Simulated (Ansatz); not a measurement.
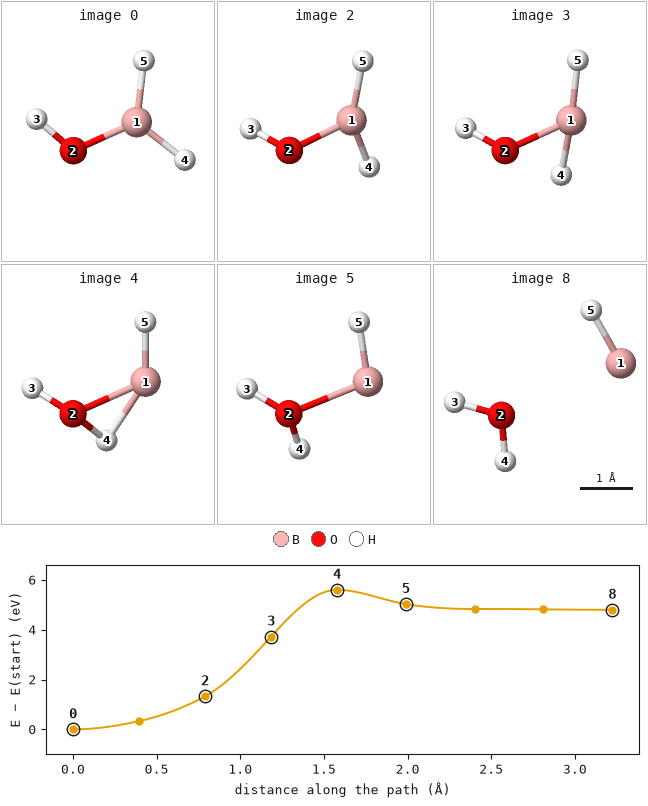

A search for the minimum-energy path of BH3O by the nudged elastic band. Images are numbered from 0 (start) to 8 (end). The picture is a ball-and-stick view, seen face on.

Theory: Ansatz, RHF/def2-TZVP.

Input file:
```yaml
crystal:
  periodic: [false, false, false]
  atoms:
    - { symbol: B, position_ang: [0.366383, -0.015099, 0.077264] }
    - { symbol: O, position_ang: [0.562294, -0.118762, 1.399992] }
    - { symbol: H, position_ang: [-0.219948, -0.208953, 1.915456] }
    - { symbol: H, position_ang: [1.326616, 0.100886, -0.615413] }
    - { symbol: H, position_ang: [-0.737846, -0.039472, -0.380699] }
basis:
  gaussian: { orbitals: def2-TZVP }
hamiltonian:
  xc: hf
neb:
  order_check: false
  images: 7
  f_tol: 0.05
  max_iterations: 60
  final_atoms:
    - { symbol: B, position_ang: [-0.28686019, 0.00391183, -1.1821696] }
    - { symbol: O, position_ang: [0.72763468, 0.04087403, 1.13336466] }
    - { symbol: H, position_ang: [0.53320267, -0.26377046, 2.00411523] }
    - { symbol: H, position_ang: [1.65684051, -0.04950576, 1.00173537] }
    - { symbol: H, position_ang: [-1.33331867, -0.01290964, -0.56044566] }
  initial_path:
    images:
      - { positions_ang: [[0.366383, -0.015099, 0.077264], [0.562294, -0.118762, 1.399992], [-0.219948, -0.208953, 1.915456], [1.326616, 0.100886, -0.615413], [-0.737846, -0.039472, -0.380699]] }
      - { positions_ang: [[0.27513553, -0.01321334, 0.05755365], [0.6520056, -0.08569163, 1.37991514], [-0.16220899, -0.22274732, 1.85113818], [1.34277002, 0.0743465, -0.45657048], [-0.81020316, -0.03409421, -0.4354365]] }
      - { positions_ang: [[0.18388806, -0.01132768, 0.0378433], [0.74171719, -0.05262126, 1.35983829], [-0.10446998, -0.23654165, 1.78682037], [1.35892404, 0.04780701, -0.29772796], [-0.88256032, -0.02871642, -0.490174]] }
      - { positions_ang: [[0.09264059, -0.00944203, 0.01813296], [0.83142879, -0.01955089, 1.33976143], [-0.04673096, -0.25033597, 1.72250255], [1.37507806, 0.02126751, -0.13888544], [-0.95491748, -0.02333862, -0.5449115]] }
      - { positions_ang: [[0.00139312, -0.00755637, -0.00157739], [0.92114038, 0.01351948, 1.31968457], [0.01100805, -0.26413029, 1.65818474], [1.39123208, -0.00527199, 0.01995707], [-1.02727464, -0.01796083, -0.59964899]] }
      - { positions_ang: [[-0.07067021, -0.00468932, -0.29672544], [0.87276396, 0.02035812, 1.2731046], [0.1415567, -0.26404033, 1.74466736], [1.45763419, -0.01633043, 0.26540165], [-1.10378565, -0.01669803, -0.58984816]] }
      - { positions_ang: [[-0.14273354, -0.00182227, -0.5918735], [0.82438753, 0.02719675, 1.22652462], [0.27210536, -0.26395038, 1.83114998], [1.5240363, -0.02738888, 0.51084622], [-1.18029665, -0.01543523, -0.58004732]] }
      - { positions_ang: [[-0.21479687, 0.00104478, -0.88702155], [0.77601111, 0.03403539, 1.17994464], [0.40265402, -0.26386042, 1.9176326], [1.5904384, -0.03844732, 0.75629079], [-1.25680766, -0.01417243, -0.57024649]] }
      - { positions_ang: [[-0.28686019, 0.00391183, -1.1821696], [0.72763468, 0.04087403, 1.13336466], [0.53320267, -0.26377046, 2.00411523], [1.65684051, -0.04950576, 1.00173537], [-1.33331867, -0.01290964, -0.56044566]] }
```

Launched with:
```bash
ansatz run input.yaml --threads 1 --pin off --max-ram 2048MiB --backend cpu --events-out ev --progress --plain --runs-dir out
```

Q: Describe the mechanism and the energy profile.

A: The highest point, image 4, lies 5.60 eV above the start and 0.80 eV above the end; the end is at +4.80 eV relative to the start. Breaking: B1–H4 (1.19 → 1.45 at the top → 2.92 Å), B1–O2 (1.34 → 1.55 at the top → 2.53 Å). Forming: O2–H4 (2.17 → 1.10 at the top → 0.94 Å). The band converged in 42 iterations. The largest component of the band force went from 9.5 to 0.037 eV/Å. The climbing image converged on the top of the path. Its vibrational analysis gives one imaginary mode (1842i cm⁻¹), as a transition state must have.

Limits of the set-up: Hartree-Fock leaves out electron correlation.

The run took 95 s on 1 thread of Intel(R) Xeon(R) Platinum 8488C (Sapphire Rapids) (shared host), peak memory 0.13 GiB.
